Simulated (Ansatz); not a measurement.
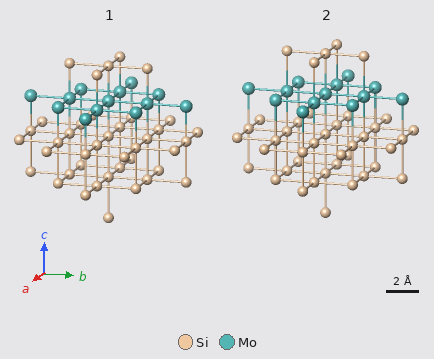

Two geometries of a crystal of Si3Mo (a generated structure, set up in P4/mmm) (coarse preliminary run), drawn at one scale. One is the start of a relaxation, the other its converged end. The picture is a ball-and-stick view of the atoms within 5.8 Å of the atom that moves most (axes of the cell of the calculation), seen slightly off an axis.

The calculation used DFT PBE, scalar-relativistic, plane waves, PAW in Ansatz 0.2.0. Settings: plane-wave cutoff 420 eV; k-point mesh 6 × 6 × 2; occupations gaussian; smearing width 0.1 eV; no spin polarisation; cell and atoms relaxed; force threshold 0.04 eV/Å; at most 70 steps.

Which of the two is the end point?

Answer. Structure 2 is the relaxed one. After 4 accepted moves (5 points after the start) the energy has fallen by 225 meV per atom. The largest force component goes from 3.1 to 0.0043 eV/Å. Pressure: 10.87 GPa at the start and −0.02 GPa at the end. The SCF was repeated once at an unchanged geometry on a basis and grid sized afresh for the cell, which shifted the energy by 0.1 meV per atom at most. The largest moves relative to the cell, 0.22 Å, are those of Si atoms. Mo stays in place. The drawn cell changes as follows: a = b 2.548 → 2.521 Å (−1.1 %), c 9.829 → 10.296 Å (+4.7 %); the volume changes by +2.5 %. Near-neighbour distances that change, for instance: Mo–Si 2.273 → 2.606 Å, Si–Si 2.642 → 2.542 Å, Mo–Mo 2.548 → 2.521 Å, Si–Si 2.548 → 2.521 Å. The space group stays P4/mmm (No. 123).

Limits of the set-up: the k-point mesh is coarse for a cell with partly filled bands.
